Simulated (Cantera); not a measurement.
Input: 1 mol CH₃SiCl₃, 0.39 mol C₃H₈, 330 mol H₂, equilibrated at 20.3 Torr.

Method: chemical equilibrium by Gibbs-energy minimisation in Cantera with the NASA 1993 tables (ideal gas, pure condensed phases). Candidate condensed phases: C, C₆H₆, C₇H₈, C₈H₁₈, Si, SiC; 109 gas species. The feed counts by its element totals alone. The tables' values for SiCl are old estimates; treat these amounts as uncertain. Gases not in the tables: Si₂H₆ and higher silanes. Rates play no part.

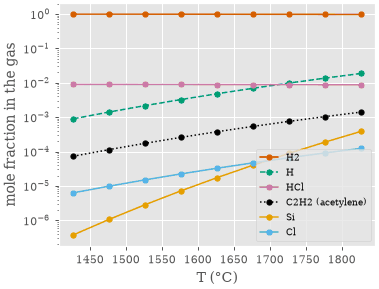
Figure. Equilibrium gas composition (values under 1e-9 drawn at 1e-9)

Read off the mole fractions at 1477 °C.

H₂ about 0.99, HCl about 0.0089, H about 0.0014, C₂H₂ (acetylene) about 0.00011, Cl about 9.8e-6, Si about 1.1e-6.
